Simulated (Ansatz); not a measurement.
**CH4FNO2Si: rotation by 180° about the N1–C2 bond, part 1 of 2**

Wanted: the energy profile along the rotation by 180° about the N1–C2 bond, from relaxed end points and a band of images. SMILES of the start: NC1(F)O[SiH2]O1.

Method: RKS B3LYP-D4/6-31G, in Ansatz 0.2.0.

**1. The starting structure**

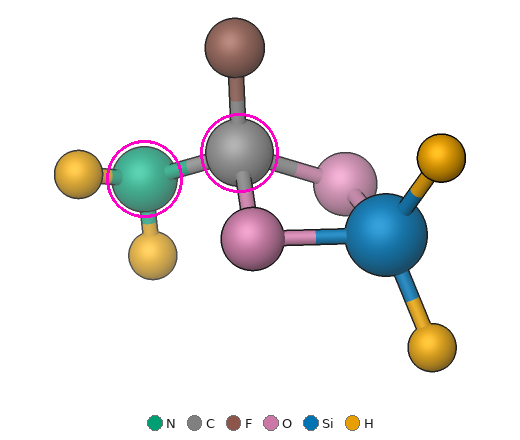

Start, viewed from a chosen angle; nitrogen teal, carbon grey, fluorine brown, oxygen pink, silicon blue, hydrogen amber. Ringed: N1, C2.

As a file:

```xyz
10

N    -0.1377   -1.8463   -0.1938
C    -0.5164   -0.4072   -0.1463
F    -1.8751   -0.1991   -0.1896
O     0.3026    0.3711   -1.1265
Si    0.4946    1.5041    0.0025
O     0.1443    0.2368    0.9802
H     0.8461   -1.9213   -0.1513
H    -0.5304   -2.2600    0.5979
H    -0.5614    2.5609    0.0957
H     1.9167    1.9099    0.1341
```

**2. End point A**

input.yaml reads:

```yaml
crystal:
  periodic: [false, false, false]
  atoms:
    - { symbol: "N", position_ang: [-0.1377, -1.8463, -0.1938] }
    - { symbol: C, position_ang: [-0.5164, -0.4072, -0.1463] }
    - { symbol: F, position_ang: [-1.8751, -0.1991, -0.1896] }
    - { symbol: O, position_ang: [0.3026, 0.3711, -1.1265] }
    - { symbol: Si, position_ang: [0.4946, 1.5041, 0.0025] }
    - { symbol: O, position_ang: [0.1443, 0.2368, 0.9802] }
    - { symbol: H, position_ang: [0.8461, -1.9213, -0.1513] }
    - { symbol: H, position_ang: [-0.5304, -2.26, 0.5979] }
    - { symbol: H, position_ang: [-0.5614, 2.5609, 0.0957] }
    - { symbol: H, position_ang: [1.9167, 1.9099, 0.1341] }
basis:
  gaussian: { orbitals: "6-31G" }
hamiltonian:
  xc: b3lyp
  dispersion: d4
relax:
  f_tol: 0.015
  max_steps: 40
```

Launch:

```
ansatz run input.yaml --threads 1 --pin off --max-ram 2048MiB --backend cpu --events-out ev --progress --plain --runs-dir out
```

Output, cut to the lines that bear on the results:

```text
Warning: RAYON_NUM_THREADS=1 ignored (pool sized by the plan → 1); use --threads N
[...]
Functional definition: B3LYP
[...]
843 factors; integrals over basis functions are off by at most 1.5e-4 eV
[...]
mean field -17275.59577129 eV, -634.8664347754 hartree, gradient 2.4e-5 eV, S^2 0.000000; 0 other end points of the search recorded, 0 dependent functions left out
[...]
reference -17275.59600065 eV, -634.8664432043 hartree; 28, 28 occupied and 38, 38 virtual orbitals, 843 factors
relax step   1: F+E_penalty+E_count = -17275.94604187 eV  Δ(F+E_penalty+E_count) = +0.000e0 eV  max|allowed force component| = 7.595e0 eV/Å  Δτ_max = 0.0000 Å  (26 SCF iters, accepted)
[...]
relax step   3: F+E_penalty+E_count = -17277.51199199 eV  Δ(F+E_penalty+E_count) = -3.606e-1 eV  max|allowed force component| = 1.079e0 eV/Å  Δτ_max = 0.1389 Å  (31 SCF iters, accepted)
[...]
relax step   5: F+E_penalty+E_count = -17277.56684010 eV  Δ(F+E_penalty+E_count) = -1.054e-2 eV  max|allowed force component| = 9.088e-1 eV/Å  Δτ_max = 0.1808 Å  (31 SCF iters, accepted)
[...]
relax step   7: F+E_penalty+E_count = -17277.60974349 eV  Δ(F+E_penalty+E_count) = -3.656e-2 eV  max|allowed force component| = 1.650e-1 eV/Å  Δτ_max = 0.1521 Å  (31 SCF iters, accepted)
[...]
relax step   9: F+E_penalty+E_count = -17277.61671837 eV  Δ(F+E_penalty+E_count) = -2.026e-3 eV  max|allowed force component| = 5.684e-2 eV/Å  Δτ_max = 0.0177 Å  (33 SCF iters, accepted)
[...]
relax step  10: F+E_penalty+E_count = -17277.61681681 eV  Δ(F+E_penalty+E_count) = -9.843e-5 eV  max|allowed force component| = 1.380e-2 eV/Å  Δτ_max = 0.0059 Å  (24 SCF iters, accepted)
843 factors; integrals over basis functions are off by at most 1.6e-4 eV
[...]
mean field -17277.27629969 eV, -634.9281930551 hartree, gradient 2.0e-5 eV, S^2 0.000000; 1 other end points of the search recorded, 0 dependent functions left out
[...]
reference -17277.27653467 eV, -634.9282016906 hartree; 28, 28 occupied and 38, 38 virtual orbitals, 843 factors
Total energy: -17277.61705179 eV, -634.9407154638 hartree
Atom 0 at    -0.060444    -1.797421    -0.050779 Å, force     0.003102    -0.003945    -0.002074 eV/Å
Atom 1 at    -0.425392    -0.477654    -0.039557 Å, force     0.013804    -0.004644    -0.000503 eV/Å
Atom 2 at    -1.838657    -0.408810    -0.076066 Å, force    -0.006217     0.002180     0.001524 eV/Å
Atom 3 at     0.147367     0.316034    -1.110272 Å, force     0.001218     0.001130    -0.002315 eV/Å
Atom 4 at     0.508838     1.653235     0.036052 Å, force    -0.004740     0.000249     0.001695 eV/Å
Atom 5 at    -0.004025     0.348946     1.134509 Å, force    -0.000830     0.003748     0.001397 eV/Å
Atom 6 at     0.901394    -2.044118    -0.200717 Å, force    -0.001734     0.003013    -0.000177 eV/Å
Atom 7 at    -0.711422    -2.494241     0.265692 Å, force    -0.004771    -0.001965     0.001150 eV/Å
Atom 8 at    -0.391041     2.840486    -0.071797 Å, force     0.000650     0.001747    -0.000242 eV/Å
Atom 9 at     1.956681     2.012443     0.115837 Å, force    -0.000482    -0.001514    -0.000453 eV/Å
Dipole moment:     0.492072     0.090504     0.067974 e Å
```

It took 51 s on 1 thread of Arm Neoverse V1, shared host; peak memory 0.19 GiB.

Relaxation path:

| step | energy from step 1 (eV) | largest force component (eV/Å) |
| --- | --- | --- |
| 1 | 0.0000 | 7.5949 |
| 2 | -1.2054 | 4.0538 |
| 3 | -1.5660 | 1.0787 |
| 4 | -1.6103 | 0.9784 |
| 5 | -1.6208 | 0.9088 |
| 6 | -1.6271 | 0.7964 |
| 7 | -1.6637 | 0.1650 |
| 8 | -1.6687 | 0.1374 |
| 9 | -1.6707 | 0.0568 |
| 10 | -1.6708 | 0.0138 |

Step 1 is the start.

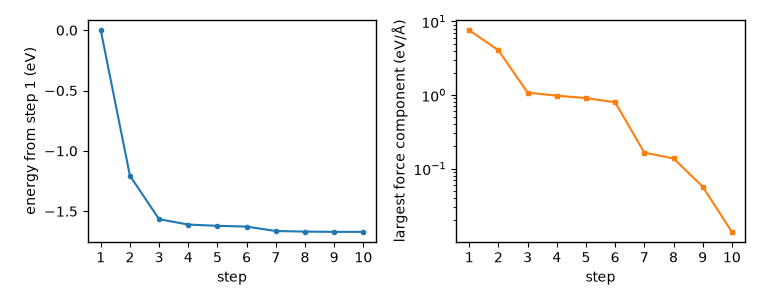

How energy and force went from step to step.

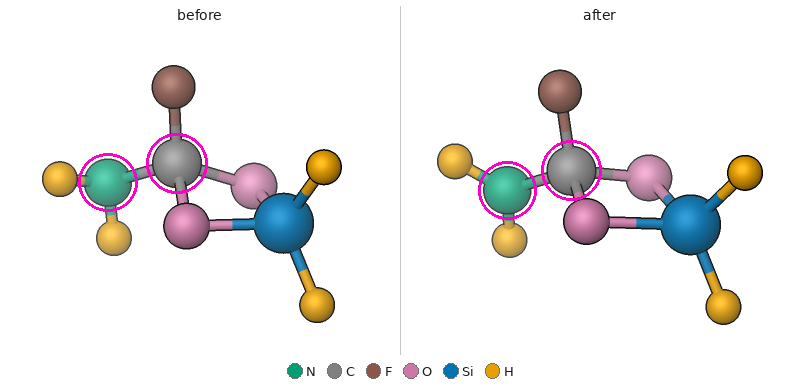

The structure before (left) and after (right), drawn at the same scale.

After: Bond lengths: N1–C2 1.369 Å, C2–F3 1.415 Å, C2–O4 1.451 Å, O4–Si5 1.798 Å, C2–O6 1.496 Å, Si5–O6 1.781 Å, N1–H7 1.004 Å, N1–H8 1.005 Å, Si5–H9 1.494 Å, Si5–H10 1.494 Å. Angles (14 of 17 angles, heavy atoms first): N1–C2–F3 108.2°, N1–C2–O4 114.6°, N1–C2–O6 117.6°, F3–C2–O4 110.4°, F3–C2–O6 105.9°, O4–C2–O6 99.5°, C2–O4–Si5 90.9°, O4–Si5–O6 77.9°, C2–O6–Si5 90.1°, C2–N1–H7 119.6°, C2–N1–H8 119.5°, O4–Si5–H9 115.1°, O4–Si5–H10 114.1°, O6–Si5–H9 117.0°.

Pairs that crossed the distance rule for bonds on the way: moved apart C2–Si5.

**3. End point B**

The second end starts from a geometry with the move made by hand.

input.yaml reads:

```yaml
crystal:
  periodic: [false, false, false]
  atoms:
    - { symbol: "N", position_ang: [-0.1377, -1.8463, -0.1938] }
    - { symbol: C, position_ang: [-0.5164, -0.4072, -0.1463] }
    - { symbol: F, position_ang: [0.56487, 0.43897, -0.0682] }
    - { symbol: O, position_ang: [-1.59622, -0.19436, 0.86661] }
    - { symbol: Si, position_ang: [-2.33881, 0.76495, -0.19333] }
    - { symbol: O, position_ang: [-1.42656, -0.10324, -1.24151] }
    - { symbol: H, position_ang: [0.8461, -1.9213, -0.1513] }
    - { symbol: H, position_ang: [-0.5304, -2.26, 0.5979] }
    - { symbol: H, position_ang: [-1.94061, 2.20785, -0.20402] }
    - { symbol: H, position_ang: [-3.77857, 0.42626, -0.32271] }
basis:
  gaussian: { orbitals: "6-31G" }
hamiltonian:
  xc: b3lyp
  dispersion: d4
relax:
  f_tol: 0.015
  max_steps: 40
```

Launch:

```
ansatz run input.yaml --threads 1 --pin off --max-ram 2048MiB --backend cpu --events-out ev --progress --plain --runs-dir out
```

Output, cut to the lines that bear on the results:

```text
Warning: RAYON_NUM_THREADS=1 ignored (pool sized by the plan → 1); use --threads N
[...]
[... 1 set-up line as earlier in the session ...]
[...]
843 factors; integrals over basis functions are off by at most 1.5e-4 eV
[...]
mean field -17275.55846115 eV, -634.8650636530 hartree, gradient 1.7e-5 eV, S^2 0.000000; 0 other end points of the search recorded, 0 dependent functions left out
[...]
reference -17275.55869165 eV, -634.8650721239 hartree; 28, 28 occupied and 38, 38 virtual orbitals, 843 factors
relax step   1: F+E_penalty+E_count = -17275.90672031 eV  Δ(F+E_penalty+E_count) = +0.000e0 eV  max|allowed force component| = 6.005e0 eV/Å  Δτ_max = 0.0000 Å  (26 SCF iters, accepted)
[...]
relax step   3: F+E_penalty+E_count = -17277.48078311 eV  Δ(F+E_penalty+E_count) = -3.576e-1 eV  max|allowed force component| = 1.123e0 eV/Å  Δτ_max = 0.1446 Å  (31 SCF iters, accepted)
[...]
Total energy: -17277.61705639 eV, -634.9407156329 hartree
Atom 0 at    -0.065127    -1.754649     0.081524 Å, force    -0.000231     0.000646    -0.001090 eV/Å
Atom 1 at    -0.467120    -0.452828    -0.055326 Å, force    -0.002304    -0.002886    -0.000348 eV/Å
Atom 2 at     0.688462     0.363243    -0.110457 Å, force     0.001782     0.002330    -0.000356 eV/Å
Atom 3 at    -1.366359     0.014636     0.982666 Å, force    -0.001086     0.000975     0.000656 eV/Å
Atom 4 at    -2.397424     0.834844    -0.241039 Å, force     0.004975     0.000514     0.000797 eV/Å
Atom 5 at    -1.277218    -0.099148    -1.262695 Å, force     0.000501     0.000089    -0.000796 eV/Å
Atom 6 at     0.856904    -2.022159    -0.215131 Å, force    -0.001077     0.000667     0.000292 eV/Å
Atom 7 at    -0.742516    -2.461093     0.306036 Å, force    -0.000646    -0.000917     0.000709 eV/Å
Atom 8 at    -2.270264     2.322582    -0.281945 Å, force    -0.001573    -0.000465     0.000113 eV/Å
Atom 9 at    -3.813639     0.360202    -0.260293 Å, force    -0.000340    -0.000953     0.000022 eV/Å
Dipole moment:    -0.462597    -0.191786    -0.044649 e Å
```

It took 56 s on 1 thread of Arm Neoverse V1, shared host; peak memory 0.19 GiB.

Step by step:

| step | energy from step 1 (eV) | largest force component (eV/Å) |
| --- | --- | --- |
| 1 | 0.0000 | 6.0051 |
| 2 | -1.2165 | 2.9837 |
| 3 | -1.5741 | 1.1227 |
| 4 | -1.6730 | 0.4750 |
| 5 | -1.6880 | 0.7984 |
| 6 | -1.6983 | 0.6433 |
| 7 | -1.7074 | 0.1696 |
| 8 | -1.7095 | 0.0718 |
| 9x | -1.7093 | 0.0314 |
| 10 | -1.7101 | 0.0163 |
| 11 | -1.7101 | 0.0050 |

Step 1 is the start. 1 step was tried and not accepted (marked x).

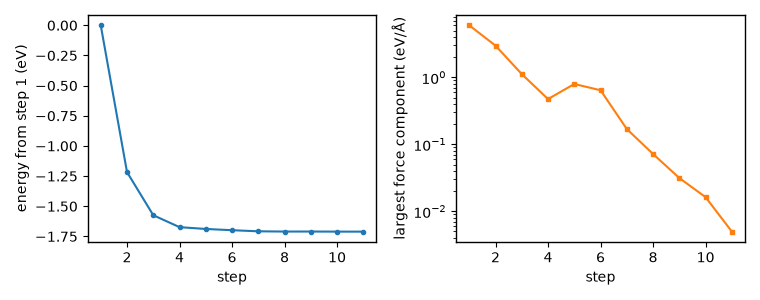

How energy and force went from step to step.

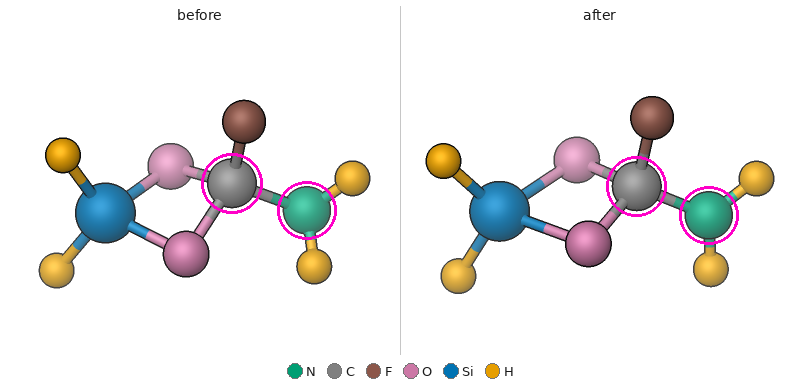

Before and after, at one scale.

After: Bond lengths: N1–C2 1.369 Å, C2–F3 1.416 Å, C2–O4 1.451 Å, O4–Si5 1.798 Å, C2–O6 1.496 Å, Si5–O6 1.781 Å, N1–H7 1.005 Å, N1–H8 1.004 Å, Si5–H9 1.494 Å, Si5–H10 1.494 Å. Angles (14 of 17 angles, heavy atoms first): N1–C2–F3 108.2°, N1–C2–O4 114.6°, N1–C2–O6 117.7°, F3–C2–O4 110.4°, F3–C2–O6 105.9°, O4–C2–O6 99.5°, C2–O4–Si5 90.9°, O4–Si5–O6 77.9°, C2–O6–Si5 90.1°, C2–N1–H7 119.5°, C2–N1–H8 119.5°, O4–Si5–H9 115.1°, O4–Si5–H10 114.0°, O6–Si5–H9 116.9°.

Pairs that crossed the distance rule for bonds on the way: moved apart C2–Si5.

**4. The band**

crystal.atoms is end A as relaxed above, and neb.final_atoms is end B, turned to lie on A. With 7 inner images the band has 9 in all.

input.yaml reads:

```yaml
crystal:
  periodic: [false, false, false]
  atoms:
    - { symbol: "N", position_ang: [-0.060444, -1.797421, -0.050779] }
    - { symbol: C, position_ang: [-0.425392, -0.477654, -0.039557] }
    - { symbol: F, position_ang: [-1.838657, -0.40881, -0.076066] }
    - { symbol: O, position_ang: [0.147367, 0.316034, -1.110272] }
    - { symbol: Si, position_ang: [0.508838, 1.653235, 0.036052] }
    - { symbol: O, position_ang: [-0.004025, 0.348946, 1.134509] }
    - { symbol: H, position_ang: [0.901394, -2.044118, -0.200717] }
    - { symbol: H, position_ang: [-0.711422, -2.494241, 0.265692] }
    - { symbol: H, position_ang: [-0.391041, 2.840486, -0.071797] }
    - { symbol: H, position_ang: [1.956681, 2.012443, 0.115837] }
basis:
  gaussian: { orbitals: "6-31G" }
hamiltonian:
  xc: b3lyp
  dispersion: d4
neb:
  order_check: false
  images: 7
  f_tol: 0.03
  max_iterations: 44
  initial_path: idpp
  final_atoms:
    - { symbol: "N", position_ang: [-0.0612723, -1.79828574, -0.05051335] }
    - { symbol: C, position_ang: [-0.42353991, -0.4777897, -0.03971575] }
    - { symbol: F, position_ang: [-1.83701691, -0.40680291, -0.07746109] }
    - { symbol: O, position_ang: [0.15064666, 0.31551746, -1.11002145] }
    - { symbol: Si, position_ang: [0.50890875, 1.6537403, 0.03631971] }
    - { symbol: O, position_ang: [-0.00239327, 0.34856563, 1.1345332] }
    - { symbol: H, position_ang: [-0.71548493, -2.49399252, 0.26206441] }
    - { symbol: H, position_ang: [0.90058045, -2.04671748, -0.19695644] }
    - { symbol: H, position_ang: [-0.393152, 2.83937981, -0.07208995] }
    - { symbol: H, position_ang: [1.95602247, 2.01528516, 0.11674271] }
```

Launch:

```
ansatz run input.yaml --threads 1 --pin off --max-ram 2048MiB --backend cpu --events-out ev --progress --plain --runs-dir out
```

Output, cut to the lines that bear on the results:

```text
Warning: RAYON_NUM_THREADS=1 ignored (pool sized by the plan → 1); use --threads N
[...]
[... 1 set-up line as earlier in the session ...]
[...]
842 factors; integrals over basis functions are off by at most 1.6e-4 eV
[...]
mean field -17277.27629934 eV, -634.9281930421 hartree, gradient 5.3e-5 eV, S^2 0.000000; 0 other end points of the search recorded, 0 dependent functions left out
[...]
reference -17277.27653404 eV, -634.9282016674 hartree; 28, 28 occupied and 38, 38 virtual orbitals, 842 factors
842 factors; integrals over basis functions are off by at most 1.6e-4 eV
[...]
mean field -17277.27632906 eV, -634.9281941343 hartree, gradient 5.2e-5 eV, S^2 0.000000; 0 other end points of the search recorded, 0 dependent functions left out
[...]
reference -17277.27656375 eV, -634.9282027590 hartree; 28, 28 occupied and 38, 38 virtual orbitals, 842 factors
[...]
Atom 0 at     0.125785    -1.723147    -0.004777 Å, force    -0.004771    -0.012715    -0.016160 eV/Å
Atom 1 at    -0.434185    -0.463496    -0.098151 Å, force    -0.020306    -0.006649     0.009896 eV/Å
Atom 2 at    -1.839649    -0.489449    -0.388785 Å, force     0.008980    -0.001706    -0.000082 eV/Å
Atom 3 at     0.188109     0.372414    -1.110330 Å, force     0.004642    -0.002568    -0.005987 eV/Å
Atom 4 at     0.486375     1.632546     0.130881 Å, force    -0.002561     0.002967    -0.001736 eV/Å
Atom 5 at    -0.276349     0.336821     1.106682 Å, force     0.001133     0.001655     0.006268 eV/Å
Atom 6 at     0.301957    -2.217251    -0.865228 Å, force     0.006420     0.009491     0.007860 eV/Å
Atom 7 at    -0.089308    -2.269644     0.814057 Å, force     0.003127     0.012402    -0.000675 eV/Å
Atom 8 at    -0.307166     2.889855    -0.017639 Å, force     0.001747     0.001465     0.000801 eV/Å
Atom 9 at     1.927730     1.880250     0.436192 Å, force     0.001588    -0.004342    -0.000187 eV/Å
Dipole moment:     0.473310     0.162685     0.094384 e Å
this run last wrote the band of iteration 8 to <dir>
```

Wall time 4 min (1 thread of Arm Neoverse V1, shared host); peak memory 0.15 GiB.

**5. The band, image by image**

Images 0 and 8 are the ends. Energies count from image 0; the path length is the program's own measure over all atoms.

| image | path (Å) | energy (eV) | dihedral H8–N1–C2–Si5 (°) | band force (eV/Å) |
| --- | --- | --- | --- | --- |
| 0 | 0.000 | 0.0000 | 156 | - |
| 1 | 0.498 | 0.0210 | 136 | 0.007 |
| 2 | 0.995 | 0.0658 | 124 | 0.022 |
| 3* | 1.493 | 0.0788 | 107 | 0.020 |
| 4 | 1.960 | 0.0710 | 80 | 0.024 |
| 5 | 2.428 | 0.0332 | 46 | 0.013 |
| 6 | 2.895 | 0.0018 | 19 | 0.007 |
| 7 | 3.362 | 0.0026 | 2 | 0.003 |
| 8 | 3.829 | 0.0000 | -12 | - |

The star marks the climbing image.

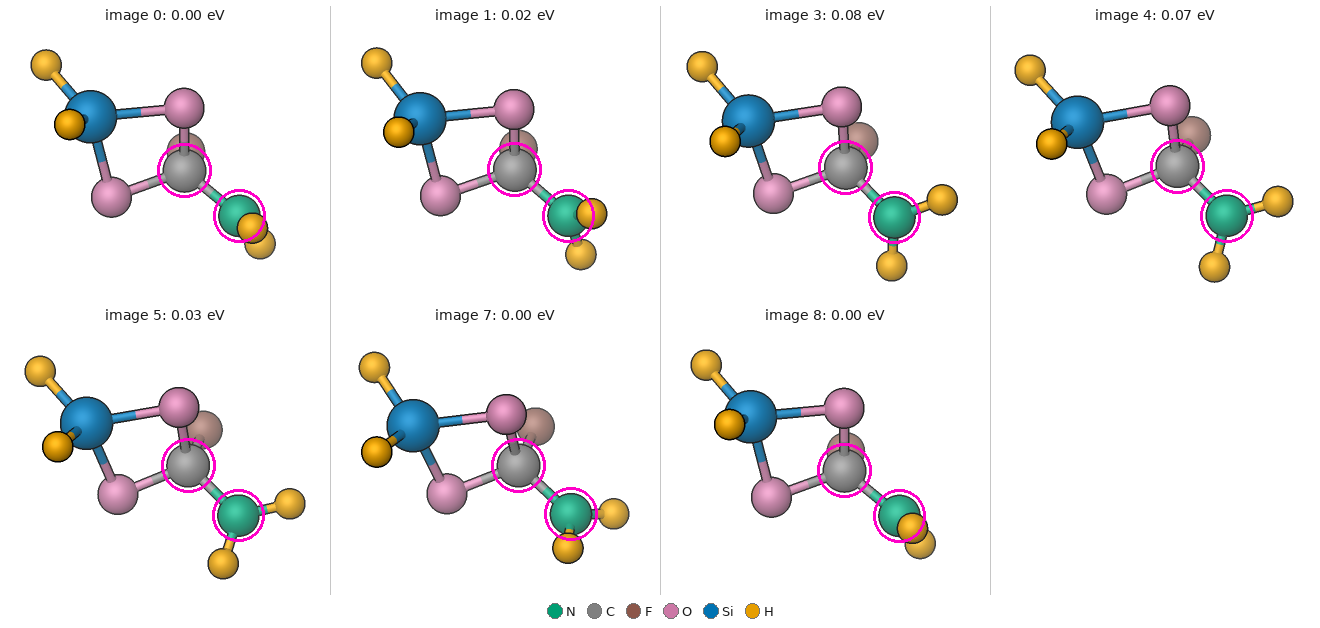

The images of the last band, seen from a free direction. Ringed: N1, C2. Sticks join atoms closer than a bonding distance in each image.

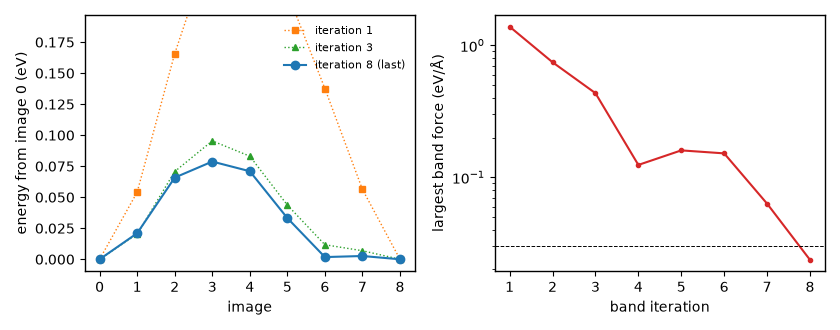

Left: energy of each image for early iterations and the last one (lines only join the points; early values far above the last band run off the scale). Right: the largest band force by iteration, with the threshold dashed.

The top of the band by iteration:

| iteration | highest image above image 0 (eV) | largest band force (eV/Å) |
| --- | --- | --- |
| 1 | 0.2711 | 1.383 |
| 2 | 0.1232 | 0.744 |
| 3 | 0.0954 | 0.433 |
| 4 | 0.0868 | 0.124 |
| 5 | 0.0814 | 0.160 |
| 6 | 0.0795 | 0.152 |
| 7 | 0.0790 | 0.063 |
| 8 | 0.0788 | 0.024 |

Positions of all images (Å):

```xyz
10
image=0 dE=0.0000
N    -0.060   -1.797   -0.051
C    -0.425   -0.478   -0.040
F    -1.839   -0.409   -0.076
O     0.147    0.316   -1.110
Si    0.509    1.653    0.036
O    -0.004    0.349    1.135
H     0.901   -2.044   -0.201
H    -0.711   -2.494    0.266
H    -0.391    2.840   -0.072
H     1.957    2.012    0.116
10
image=1 dE=0.0210
N    -0.038   -1.780   -0.047
C    -0.456   -0.476   -0.050
F    -1.871   -0.418   -0.141
O     0.161    0.305   -1.093
Si    0.501    1.637    0.074
O    -0.125    0.369    1.147
H     0.817   -2.022   -0.514
H    -0.526   -2.466    0.502
H    -0.333    2.861   -0.120
H     1.955    1.938    0.245
10
image=2 dE=0.0658
N     0.052   -1.748    0.009
C    -0.448   -0.469   -0.054
F    -1.866   -0.449   -0.252
O     0.182    0.316   -1.088
Si    0.494    1.633    0.100
O    -0.225    0.375    1.138
H     0.586   -2.092   -0.770
H    -0.326   -2.396    0.677
H    -0.308    2.877   -0.107
H     1.942    1.903    0.349
10
image=3 dE=0.0788
N     0.126   -1.723   -0.005
C    -0.434   -0.463   -0.098
F    -1.840   -0.489   -0.389
O     0.188    0.372   -1.110
Si    0.486    1.633    0.131
O    -0.276    0.337    1.107
H     0.302   -2.217   -0.865
H    -0.089   -2.270    0.814
H    -0.307    2.890   -0.018
H     1.928    1.880    0.436
10
image=4 dE=0.0710
N     0.088   -1.741   -0.052
C    -0.424   -0.467   -0.146
F    -1.808   -0.454   -0.518
O     0.239    0.416   -1.120
Si    0.480    1.633    0.162
O    -0.273    0.280    1.081
H     0.043   -2.345   -0.855
H     0.177   -2.148    0.863
H    -0.345    2.876    0.068
H     1.906    1.899    0.519
10
image=5 dE=0.0332
N    -0.017   -1.774   -0.052
C    -0.433   -0.473   -0.160
F    -1.775   -0.411   -0.627
O     0.324    0.419   -1.098
Si    0.475    1.633    0.190
O    -0.288    0.258    1.073
H    -0.188   -2.424   -0.798
H     0.483   -2.062    0.769
H    -0.375    2.858    0.092
H     1.878    1.924    0.613
10
image=6 dE=0.0018
N    -0.061   -1.794   -0.045
C    -0.412   -0.476   -0.156
F    -1.724   -0.399   -0.684
O     0.422    0.401   -1.046
Si    0.468    1.645    0.224
O    -0.309    0.265    1.081
H    -0.438   -2.466   -0.690
H     0.708   -2.049    0.548
H    -0.405    2.843    0.043
H     1.835    1.979    0.727
10
image=7 dE=0.0026
N    -0.036   -1.798   -0.100
C    -0.377   -0.474   -0.177
F    -1.682   -0.396   -0.720
O     0.501    0.392   -0.993
Si    0.454    1.655    0.271
O    -0.346    0.274    1.085
H    -0.652   -2.493   -0.481
H     0.850   -2.066    0.287
H    -0.414    2.837   -0.010
H     1.786    2.018    0.841
10
image=8 dE=0.0000
N    -0.062   -1.798   -0.051
C    -0.424   -0.478   -0.040
F    -1.837   -0.406   -0.078
O     0.151    0.316   -1.110
Si    0.510    1.653    0.037
O    -0.002    0.348    1.135
H    -0.717   -2.494    0.262
H     0.899   -2.047   -0.197
H    -0.391    2.840   -0.072
H     1.957    2.014    0.117
```

(Continued in part 2 of 2.)
